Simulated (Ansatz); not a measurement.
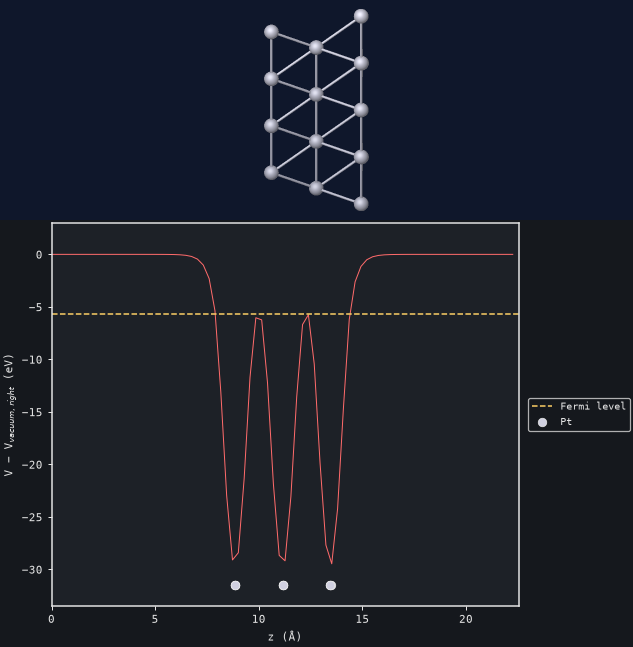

Plane-averaged electrostatic potential energy of an electron across the slab; circles at the bottom mark the heights of the atoms. The structure is drawn too. System: a (111) slab cut from Pt (Fm-3m), 12 atoms in the cell, the slab at its places in the relaxed adsorbed structure. Ansatz 0.2.0; DFT PBE+D3(BJ), scalar-relativistic, plane waves, PAW, no spin polarisation, 4×4×1 k mesh, Gaussian smearing of 0.1 eV.

The work function is 5.68 eV, the same on both faces. The two vacuum levels agree, so the slab has no net dipole along its normal. The outermost atoms are 4.6 Å apart, which leaves 17.9 Å of vacuum in a cell 22.5 Å high.

Spin-orbit coupling is left out, which matters for Pt.
